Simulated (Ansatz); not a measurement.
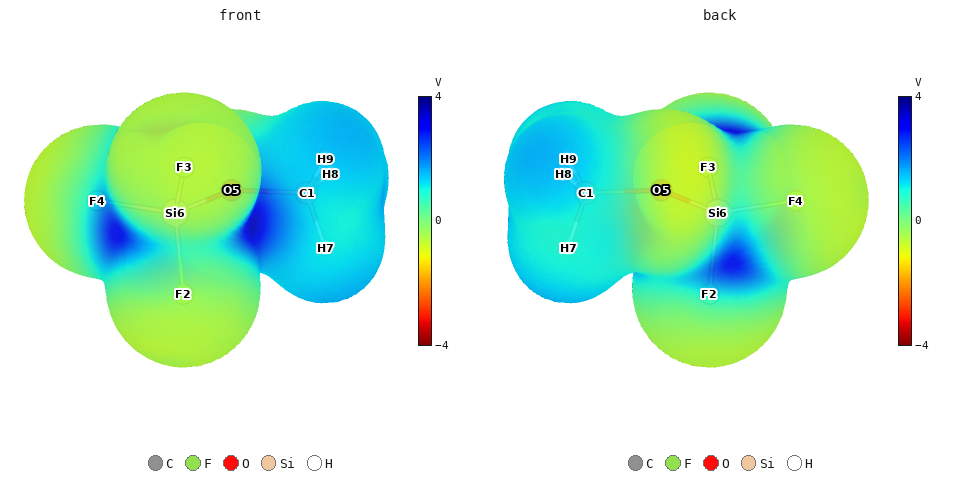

*CH3F3OSi (SMILES CO[Si](F)(F)F). The molecular electrostatic potential painted on the density surface at 0.004 e/bohr³, seen from the front and from behind; the colour scale runs from red (negative) to blue (positive).*

Geometry: r2SCAN-D4/def2-SVP.

These are results of isolated molecule in a Gaussian basis; Kohn-Sham density functional theory, functional PBE0 in Ansatz, not measurements.

```yaml
atoms:
  - { symbol: C, position_ang: [-1.2451, 2.3620, -1.8672] }
  - { symbol: F, position_ang: [0.5630, -0.1929, -0.7161] }
  - { symbol: F, position_ang: [1.8652, 2.0168, -0.7271] }
  - { symbol: F, position_ang: [0.6620, 1.2477, 1.4408] }
  - { symbol: O, position_ang: [-0.7942, 2.0968, -0.5464] }
  - { symbol: Si, position_ang: [0.5560, 1.3027, -0.1469] }
  - { symbol: H, position_ang: [-1.4301, 1.4255, -2.4198] }
  - { symbol: H, position_ang: [-2.1875, 2.9223, -1.7972] }
  - { symbol: H, position_ang: [-0.5120, 2.9702, -2.4232] }
```

> Where is the surface potential most negative and most positive?

The most negative region (about −0.8 V) lies over O5, the most positive (about +3.1 V) over Si6.

> What dipole moment does the calculation give?

Its dipole moment is 2.54 D.
